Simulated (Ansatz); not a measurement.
## Au(100) film, 6 layers, flat: channels in plane against thickness

Wanted: in-plane conductance by layer count, from Au(100) film, 6 layers, flat.

Main program and level: Ansatz 0.2.0; Ansatz plane-wave DFT, PBE, PAW files; ballistic transport by layer matching (Landauer), zero bias.

### Step 1. Set-up

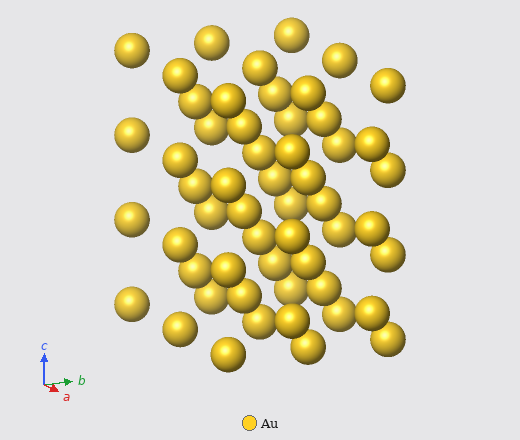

The starting structure, seen from the side, with the c axis up (gold yellow). 1×2×3 cells are drawn. Some periodic images of atoms are drawn too.

The cell holds 6 atoms: 6 Au. Cell: a = 21.196 Å, b = 2.884 Å, c = 2.884 Å, α = 90.0°, β = 90.0°, γ = 90.0°. It derives from Au. Vacuum lies along a. The structure's axis is c.

### Step 2. With 6 layers

Vacuum lies along the first vector, which takes one k-point, and the current runs in the film's plane. One period is a perfect wire, so its channels are the result. Energies from -0.27 to 0.27 eV in steps of 0.036 eV cover the slope of the Fermi function at 300 K, so the program can form a conductance.

File input.yaml:

```yaml
crystal:
  lattice:
    - [21.195625, 0.0, 0.0]
    - [0.0, 2.8837582304, 0.0]
    - [0.0, 0.0, 2.8837582304]
  atoms:
    - { symbol: Au, position: [0.2123079645, 0.0, 0.0] }
    - { symbol: Au, position: [0.3085129596, 0.5, 0.5] }
    - { symbol: Au, position: [0.4047179548, 0.0, 0.0] }
    - { symbol: Au, position: [0.5009229499, 0.5, 0.5] }
    - { symbol: Au, position: [0.597127945, 0.0, 0.0] }
    - { symbol: Au, position: [0.6933329402, 0.5, 0.5] }
kpoints:
  mp_grid: { grid: [1, 14, 14] }
hamiltonian:
  xc: pbe
scf:
  occupations: { method: fermi_dirac, width: 0.1 }
output:
  transmission:
    leads: [[0, 0]]
    kmesh: [1, 42]
    e_range: [-0.27, 0.27]
    de: 0.036
```

Launch:

```sh
> ansatz run input.yaml --threads 4 --pin off --max-ram 8192MiB --backend cpu --events-out ev --progress --plain --runs-dir out
```

Numbers of over 12 decimals in the logs are rounded to 6 here.

The log of the run:

```text
Engine: ansatz 0.2.0, x86_64-unknown-linux-gnu
Pseudopotentials: kind: paw
Pseudopotential: Au, paw, valence charge 19, recommended cutoff 420 eV (normal), Au.paw.azcp
Functional definition: PBE
  parameter kappa = 0.804
  parameter beta = 0.066725
  exchange = pbe_x(kappa = kappa, mu = beta*pi^2/3)
  correlation = pbe_c(beta = beta)
Crystal: 6 atoms, lattice volume = 176.264 Å³
Basis set: ecut = 420 eV, 3427 PW (Γ)
Bands: 69, of which v1, the nominal top of the filled ones, is band 57 counted from 1 (56 counted from 0)
Symmetry: 16 space group operations
Space group: P4/nmm (ITA 129), of the structure as read, at distance tolerance 5.6e-5 Å
k-points: 36 of 196
Non-local potential: Au, projectors of the file, l = 0: 3, l = 1: 2, l = 2: 2, l = 3: 1
PAW form: soft (Blöchl's): semilocal exchange-correlation on the pseudo side does not see the compensation charge
PAW one-centre angular grid: Au, 590 points (default); XC on 64 Gauss nodes
Initial density: superposition of atomic densities (neutral atoms: chi_scale 0, normalization atom), corrected by the library's trained network
Initial wavefunctions: pseudopotential atomic-orbital guess
Functional: x = pbe(κ = 0.804, μ = 0.219515), c = pbe(β = 0.066725)
SCF iter   1: F=—  HF=-78895.039702 eV  |F-HF|=—  |Δ(HF+E_count)|=         —  Δρ=4.30e-3  dr2=7.64e-1  ethr=1.77e-3  ⟨swp⟩=6.9  Hψ=9993  notcnv=0  defer=62
preconditioner: auto → LDOS  [metal: Δε(μ)=0.048 eV  Ē_g=9.506 eV  σ=0.100 eV  W_gap=0.12  n_scr=52 (ndim 8)  ℏωp=22.7 eV  f_vac=0.378  D(μ)=2.10/eV (n_scr^D=8)  β→1.0]
SCF iter   2: F=—  HF=-78895.005024 eV  |F-HF|=—  |Δ(HF+E_count)|=   3.47e-2  Δρ=2.00e-3  dr2=1.59e-2  ethr=6.70e-4  ⟨swp⟩=1.8  Hψ=3003  notcnv=0  defer=120
SCF iter   3: F=—  HF=-78895.004780 eV  |F-HF|=—  |Δ(HF+E_count)|=   2.44e-4  Δρ=1.28e-3  dr2=7.89e-3  ethr=1.39e-5  ⟨swp⟩=2.4  Hψ=4378  notcnv=0  defer=120
SCF iter   4: F=—  HF=-78895.003286 eV  |F-HF|=—  |Δ(HF+E_count)|=   1.49e-3  Δρ=2.51e-4  dr2=2.18e-4  ethr=6.92e-6  ⟨swp⟩=2.0  Hψ=3508  notcnv=0  defer=120
SCF iter   5: F=—  HF=-78895.003243 eV  |F-HF|=—  |Δ(HF+E_count)|=   4.33e-5  Δρ=6.51e-5  dr2=1.03e-5  ethr=1.91e-7  ⟨swp⟩=3.0  Hψ=4473  notcnv=0  defer=120
SCF iter   6: F=—  HF=-78895.003244 eV  |F-HF|=—  |Δ(HF+E_count)|=   1.34e-6  Δρ=1.75e-5  dr2=1.14e-6  ethr=9.03e-9  ⟨swp⟩=2.3  Hψ=3952  notcnv=0  defer=118
SCF iter   7: F=—  HF=-78895.003244 eV  |F-HF|=—  |Δ(HF+E_count)|=   7.90e-8  Δρ=6.42e-6  dr2=1.68e-7  ethr=9.99e-10  ⟨swp⟩=2.0  Hψ=3514  notcnv=0  defer=118
SCF iter   8: F=-78895.003244 eV  HF=-78895.003244 eV  |F-HF|=1.16e-10  |Δ(HF+E_count)|=   2.20e-9  Δρ=1.81e-6  dr2=6.62e-9  ethr=8.77e-11  ⟨swp⟩=11.7  Hψ=8208  notcnv=0
SCF 1 converged in 8 iterations: F = -78895.003244 eV  dr2 = 6.62e-9
  greatest PAW one-centre occupation: 1.000 electrons in one spin orbital (limit 2), on the Au atom at site 3 (counted from 0), in its partial waves of l = 0
transmission: 12 of 88 steps passed
transmission: 20 of 88 steps passed
[...]
transmission: 88 of 88 steps passed
SCF converged after 8 iterations
Free energy (F): -78895.003244 eV
Harris-Foulkes:  -78895.003244 eV  (|F-HF|=1.16e-10)
Internal energy: -78894.941005 eV  (E = F + TS)
E sigma→0 (E₀):  -78894.972125 eV
Entropy (-TS):   -0.062239 eV (-10.373 meV/atom)
Fermi energy:    9.806850 eV
--- Per-component energies (eV) ---
  E_band       = -2451.877526
  E_kinetic    = 3629.556294
  E_local      = -101760.519360  (includes V_loc(G=0)·N_el)
  E_nonlocal   = 446.204519
  E_hartree    = 49526.676552
  E_xc         = -1366.897144
  E_vxc        = -1649.683053  (∫ρ·V_xc dr)
  E_paw        = -58241.159136  (= ΣΔE_a)
  E_vpaw       = -2170.807155  (= ΣTr[D̂ρ^β])
  E_aug_tail   = 0.008871  (compensation charges beyond the density's cutoff)
  E_ewald      = 28871.188398
  E_smearing   = -0.062239  (= −TS)
  E_closure    = -0.000000  (closes the sum)
  Σ components = -78895.003244   (vs F -78895.003244, Δ=0.00e0)
--- Band table (eV; the first three rows and the last of 36) ---
  k-point 0: bands = [... 53 lower, 7.7681, 7.8719, 7.9184, 7.9447, 8.1057, 8.1057, 10.0170, 11.0748, ... 8 higher]
  k-point 1: bands = [... 53 lower, 7.6830, 7.8358, 7.8770, 7.8848, 8.1203, 8.4165, 10.2892, 11.4313, ... 8 higher]
  k-point 2: bands = [... 53 lower, 7.7176, 7.7192, 7.7501, 7.9863, 8.0930, 9.0325, 10.9193, 12.2751, ... 8 higher]
  k-point 35: bands = [... 53 lower, 8.7030, 11.5402, 11.5402, 13.1244, 13.1244, 14.7886, 14.7886, 14.9507, ... 8 higher]
--- Transmission ---
  basis      : 527 plane waves across, 4 finite elements along
  points     : 22, standing for a mesh of 1 x 42
  filling    : by the input's occupations and mesh, since the crystals that have channels conduct as metals do. If one of these is a semiconductor, that mesh has misplaced its level
  energies   : 16 from -0.270000 to 0.270000 eV about the Fermi level, 0.036000 eV apart; the leads are filled to 0.000000 eV, and channels, transmission and decay are at 0.018000 eV
  crystal 0  : Au6, at the sites [0, 0], period 2.8838 Å: whole cells are its period
    offset         : up to 0.0000 Å between an atom of the period and one for which it stands
    filled         : 11.9 meV over the level at which it is neutral
    channels       : 3.976190e0 a spin
    conductance    : 5.0728e14 S/m² at 300 K; may be off by some 0.0 % by where its bands' edges are placed, 5.1 % from the k-mesh, 0.1 % from the distance to neutral
```

Elapsed: 7.3 min, on 4 threads of Intel Xeon Platinum 8488C (Sapphire Rapids), shared host; peak memory 2.4 GiB; 28 min of CPU time.

Reading the cycles: dr2 is the Hartree energy of the density residual (eV), the measure of convergence; HF is the Harris–Foulkes estimate of the energy, which meets the free energy F at convergence.

This step gave:

```
free energy                                    : -78895.0032 eV
energy at zero smearing                        : -78894.9721 eV
Fermi energy                                   : 9.807 eV
cell area                                      : 61.12 Å²
open channels per spin nearest the Fermi level : 4.024
estimated errors of the lead's conductance     : 0, 5.1, 0.1 % (band edges, k-mesh, distance from neutral)
lead conductance per cell                      : 4.002 G₀
```

Per spin. The open channels, zone mean, lead by energy, zero at the Fermi level:

| energy (eV) | open channels, zone mean, lead |
| --- | --- |
| -0.270 | 3.93 |
| -0.234 | 3.93 |
| -0.198 | 3.88 |
| -0.162 | 3.93 |
| -0.126 | 3.93 |
| -0.090 | 3.98 |
| -0.054 | 3.88 |
| -0.018 | 4.02 |
| 0.018 | 3.98 |
| 0.054 | 4.07 |
| 0.090 | 3.98 |
| 0.126 | 3.88 |
| 0.162 | 4.12 |
| 0.198 | 4.02 |
| 0.234 | 3.95 |
| 0.270 | 4.19 |

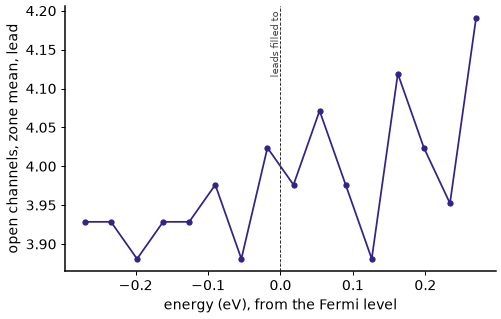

Open channels, zone mean, lead against energy.

The program's largest error estimate for it is 5.1 %, from the k-mesh.

### Step 3. With 7 layers, thickness 14.274 A

The film grows to 7 layers.

System of this step: Au(100) film, 7 layers, flat. The cell holds 7 atoms: 7 Au. Its edges and angles: a = 23.235 Å, b = 2.884 Å, c = 2.884 Å, α = 90.0°, β = 90.0°, γ = 90.0°. It derives from Au. Vacuum lies along a. The structure's axis is c.

input.yaml, the sections that differ from step 2:

```yaml
crystal:
  lattice:
    - [23.23475, 0.0, 0.0]
    - [0.0, 2.8837582304, 0.0]
    - [0.0, 0.0, 2.8837582304]
  atoms:
    - { symbol: Au, position: [0.1936754215, 0.0, 0.0] }
    - { symbol: Au, position: [0.2814372868, 0.5, 0.5] }
    - { symbol: Au, position: [0.3691991521, 0.0, 0.0] }
    - { symbol: Au, position: [0.4569610174, 0.5, 0.5] }
    - { symbol: Au, position: [0.5447228828, 0.0, 0.0] }
    - { symbol: Au, position: [0.6324847481, 0.5, 0.5] }
    - { symbol: Au, position: [0.7202466134, 0.0, 0.0] }
# kpoints, hamiltonian, scf, output: as in step 2
```

The log of the run:

```text
[...]
Crystal: 7 atoms, lattice volume = 193.222 Å³
Basis set: ecut = 420 eV, 3769 PW (Γ)
Bands: 80, of which v1, the nominal top of the filled ones, is band 67 counted from 1 (66 counted from 0)
[... 1 set-up line as in the run before ...]
[...]
k-points: 36 of 196
[...]
k-point 35: bands = [... 63 lower, 12.3557, 12.3557, 13.6835, 13.6835, 15.2494, 15.2494, 15.6864, 15.6887, ... 9 higher]
--- Transmission ---
  basis      : 577 plane waves across, 4 finite elements along
  points     : 22, standing for a mesh of 1 x 42
[...]
crystal 0  : Au7, at the sites [0, 0], period 2.8838 Å: whole cells are its period
[...]
filled         : 11.3 meV over the level at which it is neutral
    channels       : 4.523810e0 a spin
[...]
[key lines of the parts left out:]
SCF converged after 7 iterations
Free energy (F): -92044.311485 eV
Fermi energy:    10.768422 eV
```

Wall time 11 min (4 threads); peak memory 2.8 GiB.

This step gave:

* free energy: -92044.3115 eV
* energy at zero smearing: -92044.2782 eV
* Fermi energy: 10.77 eV
* cell area: 67.00 Å²
* open channels per spin nearest the Fermi level: 4.619
* estimated errors of the lead's conductance: 0, 5, 0.1 % (band edges, k-mesh, distance from neutral)
* lead conductance per cell: 4.543 G₀

Per spin. The open channels, zone mean, lead by energy, zero at the Fermi level:

| energy (eV) | open channels, zone mean, lead |
| --- | --- |
| -0.270 | 4.67 |
| -0.234 | 4.52 |
| -0.198 | 4.52 |
| -0.162 | 4.57 |
| -0.126 | 4.48 |
| -0.090 | 4.52 |
| -0.054 | 4.52 |
| -0.018 | 4.62 |
| 0.018 | 4.52 |
| 0.054 | 4.43 |
| 0.090 | 4.62 |
| 0.126 | 4.57 |
| 0.162 | 4.76 |
| 0.198 | 4.71 |
| 0.234 | 4.81 |
| 0.270 | 4.81 |

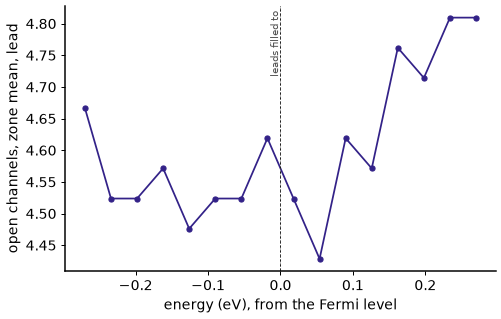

Open channels, zone mean, lead against energy.

The lead conductance per cell is 4.54 G₀, 14 % over the 4.00 G₀ of the last finished run.

### Step 4. With 8 layers, thickness 16.313 A

The film grows to 8 layers.

System of this step: Au(100) film, 8 layers, flat. The cell holds 8 atoms: 8 Au. Its edges and angles: a = 25.274 Å, b = 2.884 Å, c = 2.884 Å, α = 90.0°, β = 90.0°, γ = 90.0°. It derives from Au. Vacuum lies along a. The structure's axis is c.

input.yaml, the sections that differ from step 3:

```yaml
crystal:
  lattice:
    - [25.273875, 0.0, 0.0]
    - [0.0, 2.8837582304, 0.0]
    - [0.0, 0.0, 2.8837582304]
  atoms:
    - { symbol: Au, position: [0.1780494681, 0.0, 0.0] }
    - { symbol: Au, position: [0.2587306062, 0.5, 0.5] }
    - { symbol: Au, position: [0.3394117443, 0.0, 0.0] }
    - { symbol: Au, position: [0.4200928825, 0.5, 0.5] }
    - { symbol: Au, position: [0.5007740206, 0.0, 0.0] }
    - { symbol: Au, position: [0.5814551587, 0.5, 0.5] }
    - { symbol: Au, position: [0.6621362969, 0.0, 0.0] }
    - { symbol: Au, position: [0.742817435, 0.5, 0.5] }
# kpoints, hamiltonian, scf, output: as in step 3
```

The log of the run:

```text
[...]
Crystal: 8 atoms, lattice volume = 210.179 Å³
Basis set: ecut = 420 eV, 4097 PW (Γ)
Bands: 92, of which v1, the nominal top of the filled ones, is band 76 counted from 1 (75 counted from 0)
[... 1 set-up line as in the run before ...]
[...]
k-points: 36 of 196
[...]
k-point 35: bands = [... 72 lower, 13.0589, 13.0589, 14.1898, 14.1898, 15.5507, 15.5507, 16.4567, 16.4567, ... 12 higher]
--- Transmission ---
  basis      : 633 plane waves across, 4 finite elements along
  points     : 22, standing for a mesh of 1 x 42
[...]
crystal 0  : Au8, at the sites [0, 0], period 2.8838 Å: whole cells are its period
[...]
filled         : 10.9 meV over the level at which it is neutral
    channels       : 5.261905e0 a spin
[...]
[key lines of the parts left out:]
SCF converged after 7 iterations
Free energy (F): -105193.608902 eV
Fermi energy:    11.572533 eV
```

Wall time 14 min (4 threads); peak memory 3.3 GiB; 52 min of CPU time.

Numbers from this step:

```
free energy                                    : -105193.6089 eV
energy at zero smearing                        : -105193.5675 eV
Fermi energy                                   : 11.57 eV
cell area                                      : 72.88 Å²
open channels per spin nearest the Fermi level : 5.167
estimated errors of the lead's conductance     : 0, 4.4, 0 % (band edges, k-mesh, distance from neutral)
lead conductance per cell                      : 5.238 G₀
```

Per spin. Table of open channels, zone mean, lead by energy, zero at the Fermi level:

| energy (eV) | open channels, zone mean, lead |
| --- | --- |
| -0.270 | 5.17 |
| -0.234 | 5.21 |
| -0.198 | 5.12 |
| -0.162 | 5.26 |
| -0.126 | 5.36 |
| -0.090 | 5.36 |
| -0.054 | 5.26 |
| -0.018 | 5.17 |
| 0.018 | 5.26 |
| 0.054 | 5.17 |
| 0.090 | 5.31 |
| 0.126 | 5.31 |
| 0.162 | 5.40 |
| 0.198 | 5.40 |
| 0.234 | 5.31 |
| 0.270 | 5.45 |

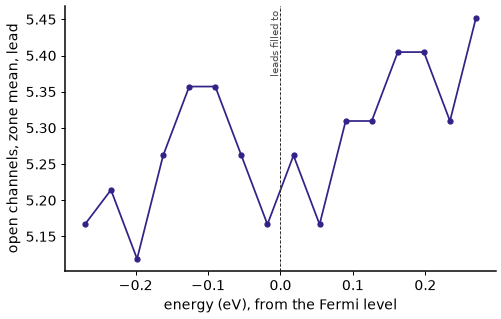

Open channels, zone mean, lead, plotted against energy.

The lead conductance per cell is 5.24 G₀, 15 % over the 4.54 G₀ of the last finished run.

### Step 5. With 10 layers, thickness 20.391 A

The film grows to 10 layers.

System of this step: Au(100) film, 10 layers, flat. The cell holds 10 atoms: 10 Au. Its edges and angles: a = 29.352 Å, b = 2.884 Å, c = 2.884 Å, α = 90.0°, β = 90.0°, γ = 90.0°. It derives from Au. Vacuum lies along a. The structure's axis is c.

input.yaml, the sections that differ from step 4:

```yaml
crystal:
  lattice:
    - [29.352125, 0.0, 0.0]
    - [0.0, 2.8837582304, 0.0]
    - [0.0, 0.0, 2.8837582304]
  atoms:
    - { symbol: Au, position: [0.1533108761, 0.0, 0.0] }
    - { symbol: Au, position: [0.2227819962, 0.5, 0.5] }
    - { symbol: Au, position: [0.2922531163, 0.0, 0.0] }
    - { symbol: Au, position: [0.3617242363, 0.5, 0.5] }
    - { symbol: Au, position: [0.4311953564, 0.0, 0.0] }
    - { symbol: Au, position: [0.5006664764, 0.5, 0.5] }
    - { symbol: Au, position: [0.5701375965, 0.0, 0.0] }
    - { symbol: Au, position: [0.6396087166, 0.5, 0.5] }
    - { symbol: Au, position: [0.7090798366, 0.0, 0.0] }
    - { symbol: Au, position: [0.7785509567, 0.5, 0.5] }
# kpoints, hamiltonian, scf, output: as in step 4
```

The log of the run:

```text
[...]
Crystal: 10 atoms, lattice volume = 244.094 Å³
Basis set: ecut = 420 eV, 4759 PW (Γ)
Bands: 114, of which v1, the nominal top of the filled ones, is band 95 counted from 1 (94 counted from 0)
[... 1 set-up line as in the run before ...]
[...]
k-points: 36 of 196
[...]
k-point 35: bands = [... 91 lower, 14.1944, 15.0459, 15.0459, 16.1068, 16.1068, 17.2563, 17.2563, 17.6878, ... 15 higher]
--- Transmission ---
  basis      : 731 plane waves across, 4 finite elements along
  points     : 22, standing for a mesh of 1 x 42
[...]
crystal 0  : Au10, at the sites [0, 0], period 2.8838 Å: whole cells are its period
[...]
filled         : 11.9 meV under the level at which it is neutral
    channels       : 6.595238e0 a spin
[...]
[key lines of the parts left out:]
SCF converged after 7 iterations
Free energy (F): -131492.213144 eV
Fermi energy:    12.839036 eV
```

It took 21 min on 4 threads; peak memory 4.5 GiB; 79 min of CPU time.

This step gave:

```yaml
free_energy: -131492.2131 eV
energy_at_zero_smearing: -131492.1604 eV
fermi_energy: 12.84 eV
cell_area: 84.64 Å²
open_channels_per_spin_nearest_the_fermi_level: 6.5
estimated_errors_of_the_lead_s_conductance: 0, 3.7, 0.1 % (band edges, k-mesh, distance from neutral)
lead_conductance_per_cell: 6.560 G₀
```

Per spin. Table of open channels, zone mean, lead by energy, zero at the Fermi level:

| energy (eV) | open channels, zone mean, lead |
| --- | --- |
| -0.270 | 6.55 |
| -0.234 | 6.5 |
| -0.198 | 6.45 |
| -0.162 | 6.40 |
| -0.126 | 6.60 |
| -0.090 | 6.40 |
| -0.054 | 6.60 |
| -0.018 | 6.5 |
| 0.018 | 6.60 |
| 0.054 | 6.55 |
| 0.090 | 6.55 |
| 0.126 | 6.60 |
| 0.162 | 6.83 |
| 0.198 | 6.74 |
| 0.234 | 6.83 |
| 0.270 | 6.93 |

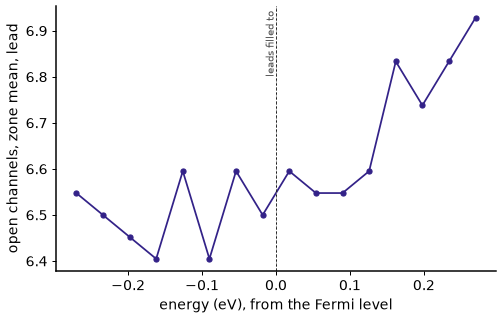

Open channels, zone mean, lead against energy.

The lead conductance per cell is 6.56 G₀, 25 % over the 5.24 G₀ of the last finished run.

### Step 6. All levels side by side

Times are for 4 threads of Intel Xeon Platinum 8488C (Sapphire Rapids), shared host. Results by setting:

| no. | layers | lead conductance per cell (G₀) | time | memory (GiB) |
| --- | --- | --- | --- | --- |
| 1 | 6 | 4.002 | 7.3 min | 2.4 |
| 2 | 7 | 4.543 | 11 min | 2.8 |
| 3 | 8 | 5.238 | 14 min | 3.3 |
| 4 | 10 | 6.560 | 21 min | 4.5 |

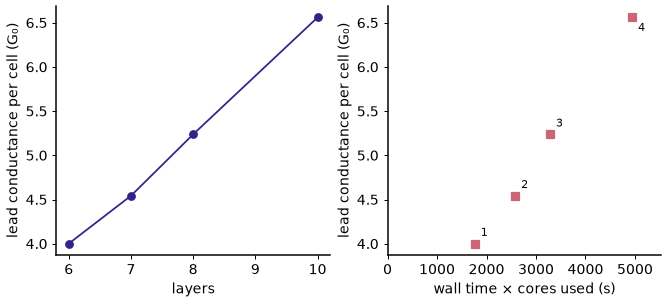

The series as plots; the last panel sets the first result against cost, with the runs numbered as in the table.

The runs together. The open channels, zone mean by energy, zero at the Fermi level:

| energy (eV) | 6 | 7 | 8 | 10 |
| --- | --- | --- | --- | --- |
| -0.270 | 3.93 | 4.67 | 5.17 | 6.55 |
| -0.234 | 3.93 | 4.52 | 5.21 | 6.5 |
| -0.198 | 3.88 | 4.52 | 5.12 | 6.45 |
| -0.162 | 3.93 | 4.57 | 5.26 | 6.40 |
| -0.126 | 3.93 | 4.48 | 5.36 | 6.60 |
| -0.090 | 3.98 | 4.52 | 5.36 | 6.40 |
| -0.054 | 3.88 | 4.52 | 5.26 | 6.60 |
| -0.018 | 4.02 | 4.62 | 5.17 | 6.5 |
| 0.018 | 3.98 | 4.52 | 5.26 | 6.60 |
| 0.054 | 4.07 | 4.43 | 5.17 | 6.55 |
| 0.090 | 3.98 | 4.62 | 5.31 | 6.55 |
| 0.126 | 3.88 | 4.57 | 5.31 | 6.60 |
| 0.162 | 4.12 | 4.76 | 5.40 | 6.83 |
| 0.198 | 4.02 | 4.71 | 5.40 | 6.74 |
| 0.234 | 3.95 | 4.81 | 5.31 | 6.83 |
| 0.270 | 4.19 | 4.81 | 5.45 | 6.93 |

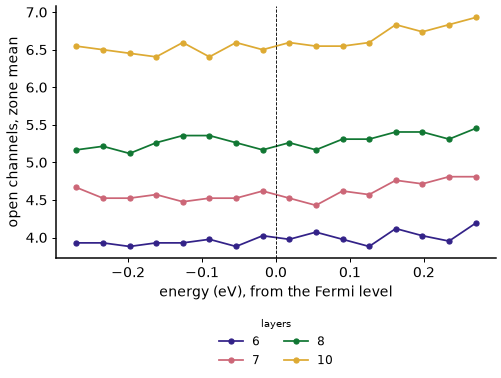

Open channels, zone mean against energy.

### Step 7. Summary of results

```json
{
  "conductance per cell, 6 layers": "4.00 G₀",
  "conductance per cell, 7 layers": "4.54 G₀",
  "conductance per cell, 8 layers": "5.24 G₀",
  "conductance per cell, 10 layers": "6.56 G₀"
}
```

**Reading.** The conductance per cell width goes from 4.00 G0 at 6 to 6.56 G0 at 10 layers. Over the film's own cross-section (layers × spacing × width) the conductance runs from 0.88 to 0.86×10¹⁵ S/m²; that nominal section leaves out the charge that spills into the vacuum, which flatters the thinnest films. The gains from one thickness to the next are 0.54, 0.69 and 0.66 G0 per added layer; their spread isn't beyond the error estimates. The film repeats perfectly along the current, so nothing scatters; its faces are clean and not relaxed. Spin-orbit coupling is left out, which matters for Au.

[Logs are printed without paths, hosts, clocks, repeated set-up lines and the standing remarks that a program may print on its own settings, such as how far it seeks lower states.]

[Hosts, paths, dates, database ids (printed as entryN), source tags and the programs' standing remarks are cut or masked in the printed files.]
